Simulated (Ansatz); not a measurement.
CH3AlOS2

The calculation's input:

```
crystal:
  periodic: [false, false, false]
  atoms:
    - {symbol: S, position_ang: [1.408618, -2.242504, 1.373756]}
    - {symbol: Al, position_ang: [0.399731, -0.593350, 0.405167]}
    - {symbol: O, position_ang: [-0.323021, -0.480717, -1.150506]}
    - {symbol: C, position_ang: [-0.736549, 0.858047, -1.013479]}
    - {symbol: S, position_ang: [-0.199971, 1.451035, 0.687337]}
    - {symbol: H, position_ang: [1.626343, -1.494150, 2.471538]}
    - {symbol: H, position_ang: [-0.259777, 1.498845, -1.757869]}
    - {symbol: H, position_ang: [-1.823275, 0.945692, -1.071744]}
basis:
  gaussian: {orbitals: def2-TZVPP}
hamiltonian: {xc: pbe0, dispersion: d4}
output: {orbitals: {seedname: orbitals}}
```

Run with:

```sh
ansatz run in.yaml --threads 2 --pin off --events-out ev --progress --plain --max-ram 4352MiB
```

Geometry: PBE0-D4/def2-TZVP.

Level of theory: RKS PBE0-D4/def2-TZVPP (Ansatz).

> What will maps of the electron density and electron localisation function show?

C–O (1.41 Å): ρ at the midpoint is about 2.1 e/Å³, with its minimum of 1.8 e/Å³ about 0.5 Å from C; the ELF peaks at about 0.85 between the atoms (a shared but strongly polarised pair).
Al–O (1.72 Å): ρ at the midpoint is about 0.91 e/Å³; the ELF peaks at about 0.85 in the valence shell of O, 0.6 Å from its nucleus, and is about 0.50 at the midpoint.
C–S (1.88 Å): ρ is about 1.1 e/Å³ halfway; the ELF peaks at about 0.90 between the atoms (a shared electron pair).
Al–S (2.15 Å): ρ at the midpoint is about 0.69 e/Å³; the ELF peaks at about 0.85 in the valence shell of S, 1.0 Å from its nucleus, and is about 0.80 at the midpoint.

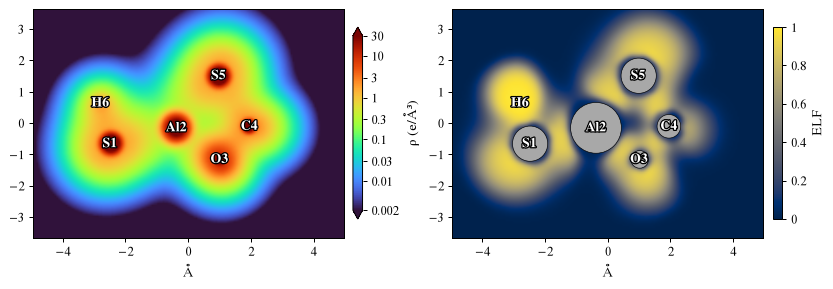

Computed electron density and electron localisation function on the plane of atoms C4, Al2 and S5, in this order. Grey discs cover the atomic cores in the ELF map. 
